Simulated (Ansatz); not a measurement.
# Dielectric function and optical constants of CsPbBr3

What colour and refractive index does CsPbBr3 have at this level of theory?

Method: DFT, r2SCAN, plane-wave PAW, default files, scalar-relativistic, independent-particle optical response without local fields, in Ansatz 0.2.0.

## (1) Set-up

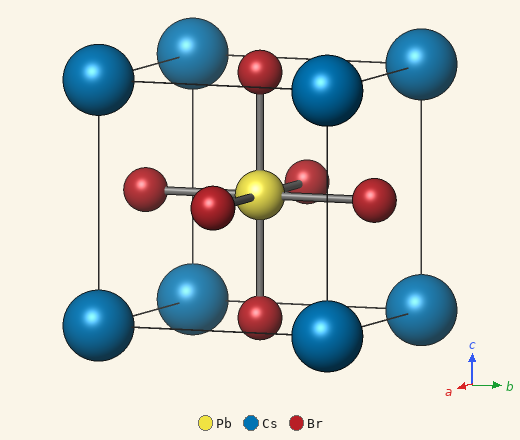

The starting structure, seen slightly off an axis (lead yellow, caesium blue, bromine red). Some periodic images of atoms are drawn too.

## (2) Ground state and bands

First the ground state: is it a metal or has it a gap?

This step: DFT, r2SCAN, plane-wave PAW, default files, scalar-relativistic, ground state (Ansatz 0.2.0).

input.yaml

```yaml
crystal:
  lattice:
    - [5.87, 0.0, 0.0]
    - [0.0, 5.87, 0.0]
    - [0.0, 0.0, 5.87]
  atoms:
    - { symbol: Pb, position: [0.5, 0.5, 0.5] }
    - { symbol: Cs, position: [0.0, 0.0, 0.0] }
    - { symbol: Br, position: [0.5, 0.5, 0.0] }
    - { symbol: Br, position: [0.5, 0.0, 0.5] }
    - { symbol: Br, position: [0.0, 0.5, 0.5] }
kpoints:
  mp_grid: { grid: [4, 4, 4] }
  band_path:
    path:
      - [[0.0, 0.0, 0.0], [0.0, 0.5, 0.0], [0.5, 0.5, 0.0], [0.0, 0.0, 0.0], [0.5, 0.5, 0.5], [0.0, 0.5, 0.0]]
      - [[0.5, 0.5, 0.0], [0.5, 0.5, 0.5]]
    npoints: 8
scf:
  occupations: { method: fermi_dirac, width: 0.05 }
  n_extra_bands: 9
hamiltonian:
  xc: r2scan
  pseudopotentials: { kind: paw }
output:
  forces: true
  stress: true
  populations: true
  write_bands: true
```

Run with:

```sh
$ ansatz run input.yaml --threads 4 --pin off --max-ram 8192MiB --backend cpu --events-out ev --progress --plain --runs-dir out
```

Numbers of over 12 decimals in the logs are rounded to 6 here.

The log of the run:

```text
scf.n_extra_bands = 9 over 22 filled bands (N_el = 44.0): the run solves 31 bands
Engine: ansatz 0.2.0, x86_64-unknown-linux-gnu
Pseudopotentials: kind: paw
Pseudopotential: Pb, paw, valence charge 14, recommended cutoff 500 eV (meta_gga), Pb.paw.azcp
Pseudopotential: Cs, paw, valence charge 9, recommended cutoff 500 eV (meta_gga), Cs.paw.azcp
Pseudopotential: Br, paw, valence charge 7, recommended cutoff 500 eV (meta_gga), Br.paw.azcp
Functional definition: r2SCAN
  parameter k0 = 0.174
  parameter k1 = 0.065
  parameter a1 = 4.9479
  exchange = r2scan_x(k0 = k0, k1 = k1, a1 = a1)
  correlation = r2scan_c
Crystal: 5 atoms, lattice volume = 202.262 Å³
Basis set: ecut = 500 eV, 5137 PW (Γ), exchange–correlation on 180×180×180 points (64 copies of the dense FFT grid, shifted against one another)
Bands: 31, of which v1, the nominal top of the filled ones, is band 22 counted from 1 (21 counted from 0)
Symmetry: 48 space group operations
Space group: Pm-3m (ITA 221), of the structure as read, at distance tolerance 5.9e-5 Å
k-points: 10 of 64
Non-local potential: Pb, projectors of the file, l = 0: 2, l = 1: 2, l = 2: 2, l = 3: 2
Non-local potential: Cs, projectors of the file, l = 0: 3, l = 1: 2, l = 2: 2, l = 3: 2
Non-local potential: Br, projectors of the file, l = 0: 2, l = 1: 2, l = 2: 2
PAW form: soft (Blöchl's): semilocal exchange-correlation on the pseudo side does not see the compensation charge
PAW frozen core: Pb, regenerated for the run's functional (the file was generated under x = pbe(κ = 0.804, μ = 0.219515), c = pbe(β = 0.066725))
PAW frozen core: Cs, regenerated for the run's functional (the file was generated under x = pbe(κ = 0.804, μ = 0.219515), c = pbe(β = 0.066725))
PAW frozen core: Br, regenerated for the run's functional (the file was generated under x = pbe(κ = 0.804, μ = 0.219515), c = pbe(β = 0.066725))
PAW one-centre angular grid: Pb, 590 points (default); XC on 160 Gauss nodes
PAW one-centre angular grid: Cs, 302 points (default); XC on 160 Gauss nodes
PAW one-centre angular grid: Br, 302 points (default); XC on 160 Gauss nodes
Initial density: superposition of atomic densities (neutral atoms: chi_scale 0, normalization atom), corrected by the library's trained network
Initial wavefunctions: pseudopotential atomic-orbital guess
Functional: x = r2scan, c = r2scan; τ floored in thin density (d = 2e-4 eV/Å³)
SCF iter   1: F=—  HF=-25992.699709 eV  |F-HF|=—  |Δ(HF+E_count)|=         —  Δρ=3.60e-3  dr2=3.02e-2  dr2_τ=8.88e-3  ethr=1.77e-3  ⟨swp⟩=9.4  Hψ=1910  notcnv=0  defer=2
preconditioner: auto → Resta (q_TF=auto, 2.116 Å⁻¹)  ε∞=2.8  [insulator: Δε(μ)=1.895 eV  Ē_g=9.800 eV  σ=0.050 eV  W_gap=1.00  n_scr=26 (ndim 8)  ℏωp=13.3 eV  f_vac=0.050  D(μ)=0.00/eV (n_scr^D=0)  ε∞_Penn≈2.8]
SCF iter   2: F=—  HF=-25992.715753 eV  |F-HF|=—  |Δ(HF+E_count)|=   1.60e-2  Δρ=1.52e-3  dr2=6.51e-3  dr2_τ=2.28e-4  ethr=6.86e-5  ⟨swp⟩=2.1  Hψ=673  notcnv=0  defer=28
SCF iter   3: F=—  HF=-25992.714895 eV  |F-HF|=—  |Δ(HF+E_count)|=   8.58e-4  Δρ=3.42e-4  dr2=2.19e-4  dr2_τ=2.52e-5  ethr=1.48e-5  ⟨swp⟩=2.4  Hψ=453  notcnv=0  defer=28
SCF iter   4: F=—  HF=-25992.714947 eV  |F-HF|=—  |Δ(HF+E_count)|=   5.22e-5  Δρ=8.77e-5  dr2=1.61e-5  dr2_τ=1.17e-6  ethr=4.98e-7  ⟨swp⟩=2.2  Hψ=512  notcnv=0  defer=28
SCF iter   5: F=—  HF=-25992.714924 eV  |F-HF|=—  |Δ(HF+E_count)|=   2.27e-5  Δρ=1.82e-5  dr2=6.42e-7  dr2_τ=3.83e-8  ethr=3.65e-8  ⟨swp⟩=2.3  Hψ=440  notcnv=0  defer=28
SCF iter   6: F=-25992.714925 eV  HF=-25992.714925 eV  |F-HF|=1.00e-8  |Δ(HF+E_count)|=   6.42e-7  Δρ=3.02e-6  dr2=2.24e-8  dr2_τ=1.41e-9  ethr=2.27e-10  ⟨swp⟩=11.4  Hψ=1826  notcnv=0
SCF 1 converged in 6 iterations: F = -25992.714925 eV  dr2 = 2.24e-8
  greatest PAW one-centre occupation: 0.981 electrons in one spin orbital (limit 2), on the Pb atom at site 0 (counted from 0), in its partial waves of l = 2
NSCF: frozen V_eff on 50 k-points
SCF converged after 6 iterations
Free energy (F): -25992.714925 eV
Harris-Foulkes:  -25992.714925 eV  (|F-HF|=1.00e-8)
Internal energy: -25992.714925 eV  (E = F + TS)
E sigma→0 (E₀):  -25992.714925 eV
Fermi energy:    4.535677 eV
--- Per-component energies (eV) ---
  E_band       = -266.069425
  E_kinetic    = 831.569411
  E_local      = -2661.185039  (includes V_loc(G=0)·N_el)
  E_nonlocal   = 590.031182
  E_hartree    = 978.433049
  E_xc         = -1125.248198
  E_vxc        = -629.315651  (∫ρ·V_xc dr)
  E_paw        = -22334.110476  (= ΣΔE_a)
  E_vpaw       = -389.061163  (= ΣTr[D̂ρ^β])
  E_aug_tail   = 0.000018  (compensation charges beyond the density's cutoff)
  E_vtau       = 35.025715  (kinetic-family band-sum trace: ∫τ·v_τ [+ j·A + Jᵃ·Aᵃ] dr)
  E_ewald      = -2272.745672
  E_core_change = 0.540800  (= ΣΔE_core)
  E_smearing   = -0.000000  (= −TS)
  E_closure    = 0.000000  (closes the sum)
  Σ components = -25992.714925   (vs F -25992.714925, Δ=0.00e0)
--- Forces (eV/Å), atoms counted from 1 ---
  atom   1  Pb     0.00000000     0.00000000     0.00000000
  atom   2  Cs    -0.00000000     0.00000000    -0.00000000
  atom   3  Br     0.00000000    -0.00000000     0.00000000
  atom   4  Br     0.00000000    -0.00000000     0.00000000
  atom   5  Br     0.00000000    -0.00000000    -0.00000000
  max |Σ_I F_I| component: 1.31e-28 eV/Å
--- Stress (GPa, compression-positive) ---
        0.880431       0.000000      -0.000000
       -0.000000       0.880431       0.000000
        0.000000       0.000000       0.880431
  P = ⅓ Tr σ = 0.8804 GPa (8.804 kbar)
--- Band table (eV; the first three rows and the last of 10) ---
  k-point 0: bands = [... 18 lower, 1.2563, 1.3788, 1.3788, 1.3788, 7.0812, 8.0448, 8.0448, 8.8806, ... 5 higher]
  k-point 1: bands = [... 18 lower, 1.1919, 1.3190, 1.3190, 1.4322, 7.6536, 8.3144, 8.4515, 8.5007, ... 5 higher]
  k-point 2: bands = [... 18 lower, 1.1303, 1.2704, 1.2704, 2.0772, 6.5503, 8.5146, 9.0801, 9.0918, ... 5 higher]
  k-point 9: bands = [... 18 lower, 1.7558, 1.7558, 1.7558, 3.6192, 5.5079, 5.5079, 5.5079, 8.6470, ... 5 higher]
--- Löwdin populations: 5 sites ---
  site symbol       q [e]
     0     Pb     13.3976
     1     Cs      8.2275
     2     Br      7.4156
     3     Br      7.4156
     4     Br      7.4156
  spilling = 0.002907 (of n_electrons = 44.000000)
```

Elapsed: 15 s, on 4 threads of Intel Xeon at 2.50GHz (Skylake/Cascade Lake), shared host; peak memory 0.95 GiB.

Reading the cycles: dr2 is the Hartree energy of the density residual (eV), the measure of convergence; HF is the Harris–Foulkes estimate of the energy, which meets the free energy F at convergence.

This step gave:

```
free energy                  : -25992.7149 eV
Fermi energy                 : 4.536 eV
gap by band count            : 1.889 eV
electrons                    : 44
symmetry operations          : 48
pressure                     : 0.8804 GPa
gap on the k-mesh            : 1.889 eV
volume                       : 202.3 Å³
gap on the path              : 1.889 eV
least direct gap on the path : 1.889 eV
```

There is a gap, 1.89 eV on the path, so no carriers' term is needed. The cell is left with a pressure of 0.9 GPa, as it stands unrelaxed at this level.

The electronic bands at the labelled points (eV, zero at the Fermi level; v1 is the highest filled band, c1 the lowest empty one):

```csv
point,v4,v3,v2,v1,c1,c2,c3,c4
Γ,-3.28,-3.16,-3.16,-3.16,2.54,3.51,3.51,4.34
X,-3.40,-3.27,-3.27,-2.46,2.02,3.98,4.54,4.56
M,-3.50,-3.38,-2.79,-1.67,1.52,1.52,4.34,4.73
Γ,-3.28,-3.16,-3.16,-3.16,2.54,3.51,3.51,4.34
R,-2.78,-2.78,-2.78,-0.92,0.97,0.97,0.97,4.11
X,-3.40,-3.27,-3.27,-2.46,2.02,3.98,4.54,4.56
jump to M,-3.50,-3.38,-2.79,-1.67,1.52,1.52,4.34,4.73
R,-2.78,-2.78,-2.78,-0.92,0.97,0.97,0.97,4.11
```

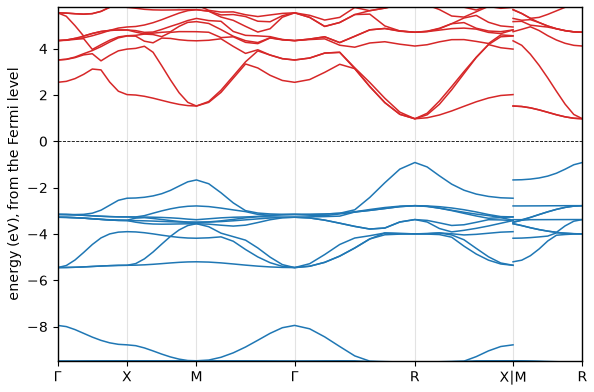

Electronic bands along the path; lines of filled and empty bands in two colours.

## (3) Spectrum

With the density converged, the vertical transitions are summed over the zone.

This step: DFT, r2SCAN, plane-wave PAW, default files, scalar-relativistic, independent-particle optical response without local fields (Ansatz 0.2.0).

input.yaml, the sections that differ from step 2:

```yaml
kpoints:
  mp_grid: { grid: [4, 4, 4] }
scf:
  occupations: { method: fixed }
output:
  optics:
    e_range: [0, 14]
    de: 0.05
    sigma: 0.1
    nscf_kmesh: { grid: [4, 4, 4] }
    bands: { spectra_wanted_up_to: 14 }
# crystal, hamiltonian: as in step 2
```

The log of the run:

```text
[...]
Crystal: 5 atoms, lattice volume = 202.262 Å³
Basis set: ecut = 500 eV, 5137 PW (Γ), exchange–correlation on 180×180×180 points (64 copies of the dense FFT grid, shifted against one another)
Bands: 27, of which v1, the nominal top of the filled ones, is band 22 counted from 1 (21 counted from 0)
Symmetry: 48 space group operations
[...]
k-points: 10 of 64
[...]
SCF iter   1: F=—  HF=-25992.699492 eV  |F-HF|=—  |Δ(HF+E_count)|=         —  Δρ=3.54e-3  dr2=2.90e-2  dr2_τ=8.76e-3  ethr=1.77e-3  ⟨swp⟩=5.0  Hψ=1169  notcnv=0  defer=19
[...]
SCF iter  10: F=-25992.714925 eV  HF=-25992.714925 eV  |F-HF|=3.64e-12  |Δ(HF+E_count)|=  1.09e-11  Δρ=1.11e-8  dr2=2.13e-13  dr2_τ=6.66e-15  ethr=1.00e-12  ⟨swp⟩=11.9  Hψ=1292  notcnv=0
SCF 1 converged in 10 iterations: F = -25992.714925 eV  dr2 = 2.13e-13
[...]
NSCF: frozen V_eff on 10 k-points
output.optics: what the bands over the 81 summed would add to eps1, eps2 and the energy-loss function is held between a lower and an upper bound (6 Lanczos steps). eps1, eps2 and their loss function (loss_summed_bands) are given on every row as the summed bands alone make them. Along an axis, on a row where the two bounds hold the loss function to about 1 % of the greater of itself and 0.5 % of |1/eps|, its cell (loss_completed) is given, with the completed eps1 and eps2 that it is formed of (a cell that is left empty reads nan in the table and null in the record). The two bounds hold it so along every axis on all 281 rows up to 14.000 eV. [rest of the remark cut]
SCF converged after 10 iterations
Free energy (F): -25992.714925 eV
[...]
Internal energy: -25992.714925 eV  (E = F + TS)
E sigma→0 (E₀):  -25992.714925 eV
Fermi energy:    3.619109 eV
[...]
--- Band table (eV; the first three rows and the last of 10) ---
  k-point 0: bands = [... 18 lower, 1.2563, 1.3788, 1.3788, 1.3788, 7.0811, 8.0448, 8.0448, 8.8807, ... 1 higher]
  k-point 1: bands = [... 18 lower, 1.1919, 1.3190, 1.3190, 1.4321, 7.6536, 8.3143, 8.4514, 8.5007, ... 1 higher]
  k-point 2: bands = [... 18 lower, 1.1303, 1.2703, 1.2703, 2.0771, 6.5502, 8.5146, 9.0800, 9.0919, ... 1 higher]
  k-point 9: bands = [... 18 lower, 1.7558, 1.7558, 1.7558, 3.6191, 5.5078, 5.5078, 5.5078, 8.6470, ... 1 higher]
```

The job ended after 59 s (4 threads; peak memory 1.6 GiB).

This step gave:

```
electronic dielectric constant ε∞, mean over x, y and z (by symmetry where fewer were run)                                                          : 4.485
absorption onset, first axis (α over 10⁴ cm⁻¹, or the direct gap if that lies higher)                                                               : 1.928 eV
main peak of Im epsilon, first axis                                                                                                                 : 4.426 eV
photocurrent from vertical transitions in a film 500 nm thick on a perfect mirror (two passes), AM1.5G, no front reflection, all carriers collected : 15.98 mA/cm²
least direct gap on the mesh                                                                                                                        : 1.889 eV
bands summed                                                                                                                                        : 81
spectra valid up to                                                                                                                                 : 22.54 eV
program's estimate of the k-sum error in Im epsilon                                                                                                 : 0.21 %
electrons in the f-sum                                                                                                                              : 38.39
```

The Im ε, any direction has structure finer than the step of the table below, so its rows give means over 1 eV, whole bins alone (the curve runs from 0 to 14 eV). Peaks (eV: height): 4.5: 4.66, 7.8: 4.23, 10.6: 3.59.

The Im ε, any direction by photon energy; means over each step:

```csv
photon energy (eV),"Im ε, any direction"
1,0
2,0.442
3,2.48
4,4.00
5,3.58
6,2.22
7,2.21
8,3.32
9,1.92
10,2.19
11,2.56
12,1.81
13,1.52
```

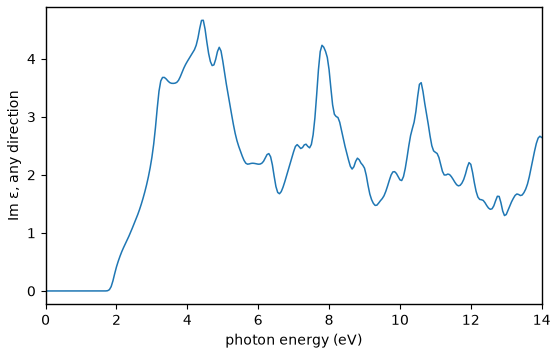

Im ε, any direction, plotted against photon energy.

The Re ε, any direction by photon energy:

```csv
photon energy (eV),"Re ε, any direction"
0,4.49
1,4.66
2,5.74
3,6.40
4,4.32
5,1.68
6,2.09
7,2.75
8,0.935
9,0.841
10,1.75
11,0.473
12,0.483
13,1.05
14,0.899
```

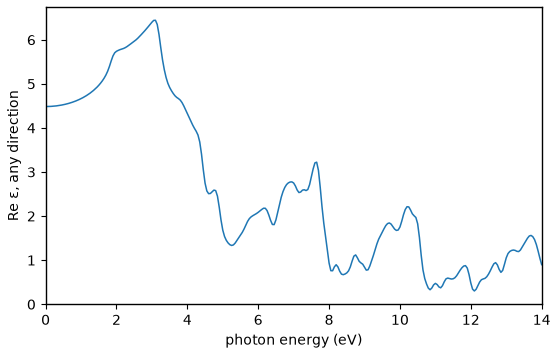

Re ε, any direction, plotted against photon energy.

Values under 1 per cm are given as 1. The absorption coefficient, any direction by photon energy:

```csv
photon energy (eV),"absorption coefficient, any direction (1/cm)"
0.00,1
1.00,1
2.00,17568
3.00,1.4e5
4.00,3.6e5
5.00,5.8e5
6.00,4.2e5
7.00,4.8e5
8.00,9.9e5
9.00,7.7e5
10.00,6.6e5
11.00,1.1e6
12.00,1.1e6
13.00,7.4e5
14.00,1.4e6
```

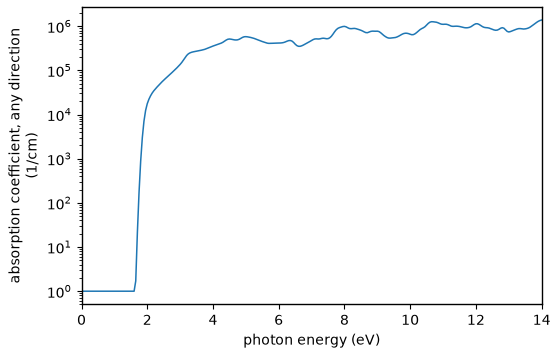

Absorption coefficient, any direction against photon energy.

Table of refractive index n and extinction k by photon energy:

```csv
photon energy (eV),n,k
0,2.12,0
1,2.16,0
2,2.40,0.0867
3,2.57,0.448
4,2.26,0.877
5,1.73,1.15
6,1.60,0.683
7,1.79,0.671
8,1.56,1.22
9,1.25,0.847
10,1.47,0.649
11,1.21,0.990
12,1.17,0.936
13,1.17,0.563
14,1.36,0.973
```

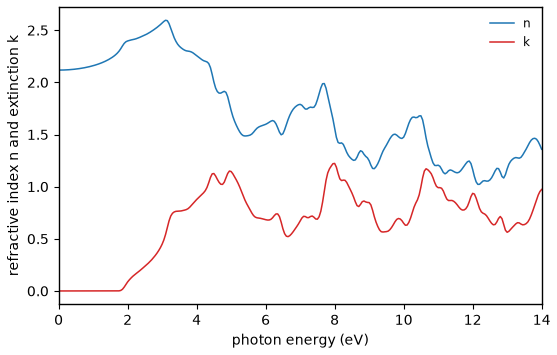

Refractive index n and extinction k, plotted against photon energy.

The loss function −Im 1/ε at q → 0, any direction has structure finer than the step of the table below, so its rows give means over 1 eV, whole bins alone (the curve runs from 0 to 14 eV). Peaks (eV: height): 5.4: 0.294, 9.2: 0.472, 11.6: 0.486, 12.2: 0.579, 12.9: 0.553.

Loss function −Im 1/ε at q → 0, any direction against energy loss; means over each step:

```csv
energy loss (eV),"loss function −Im 1/ε at q → 0, any direction"
1,0
2,0.0127
3,0.0574
4,0.118
5,0.225
6,0.254
7,0.191
8,0.252
9,0.393
10,0.261
11,0.385
12,0.499
13,0.456
```

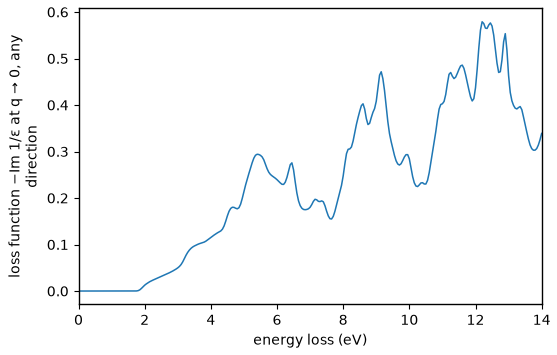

Loss function −Im 1/ε at q → 0, any direction against energy loss.

Optical constants at common wavelengths, from n + ik = √ε:

```csv
wavelength (nm),n,k,R (%),1/α
800,2.24,0.000,14.6,over 1 mm
633,2.39,0.067,16.9,753 nm
532,2.43,0.189,17.6,224 nm
365,2.40,0.763,20.9,38 nm
308,2.25,0.885,20.7,28 nm
248,1.73,1.145,21.0,17 nm
193,1.51,0.688,10.8,22 nm
```

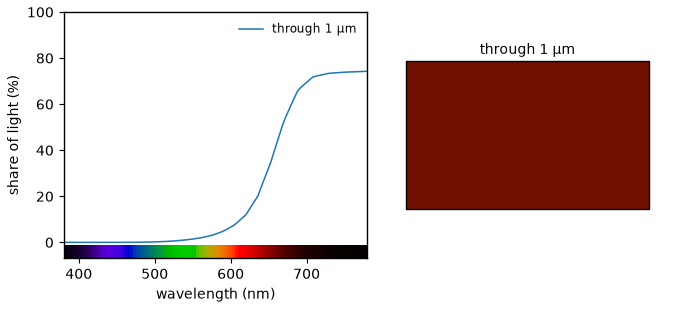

Light through 1 µm across the visible range, with the colour that it makes of daylight (sRGB).

A film 1 µm thick would pass 4 % of daylight and look red, dark in transmission (x = 0.639, y = 0.356). A larger true gap would move the edge to shorter wavelengths and change the colour.

The f-sum over the summed bands holds 38.4 of the cell's 44 electrons outside the frozen cores. Up to 14 eV the strength has a mean oscillator energy of 6.8 eV, well above the main peak, so higher transitions carry much of it.

## (4) Results

* gap on the path: 1.89 eV
* least direct gap on the path: 1.89 eV
* electronic dielectric constant ε∞, mean over x, y and z (by symmetry where fewer were run) (independent particles): 4.49
* absorption onset, first axis (α over 10⁴ cm⁻¹, or the direct gap if that lies higher): 1.93 eV
* main peak of Im epsilon, first axis: 4.43 eV
* photocurrent from vertical transitions in a film 500 nm thick on a perfect mirror (two passes), AM1.5G, no front reflection, all carriers collected: 16.0 mA/cm²

**Reading.** At this level (r2SCAN, independent particles) CsPbBr3 has ε∞ = 4.49 and n = 2.14 at 1550 nm; absorption sets in near 1.9 eV, and Im ε peaks at 4.4 eV. The gap on the path is direct, 1.89 eV. The absorption coefficient passes 10⁴ cm⁻¹ at 1.93 eV, inside the visible range. Distinct maxima of Im ε, read by a parabola through the highest points, lie at 4.43 eV (4.7), 4.90 eV (4.2), 7.81 eV (4.2) and 10.58 eV (3.6). The f-sum over the summed bands holds 38.4 of the cell's 44 electrons outside the frozen cores. Up to 14 eV the strength has a mean oscillator energy of 6.8 eV, well above the main peak, so higher transitions carry much of it. A film 1 µm thick would pass 4 % of daylight and look red, dark in transmission (x = 0.639, y = 0.356). A larger true gap would move the edge to shorter wavelengths and change the colour. Excitons and phonon-assisted transitions are missing, and so are local fields; r2SCAN gaps are as a rule too small, which pulls the onset down and ε∞ up, while the missing spin-orbit coupling works the other way with such heavy atoms. In the base run ε includes the program's bounded estimate of what the bands above those summed add. Spin-orbit coupling is left out although heavy atoms are present.

[Logs are printed without paths, hosts, clocks, repeated set-up lines and the standing remarks that a program may print on its own settings, such as how far it seeks lower states.]

[Hosts, paths, dates, database ids (printed as entryN), source tags and the programs' standing remarks are cut or masked in the printed files.]
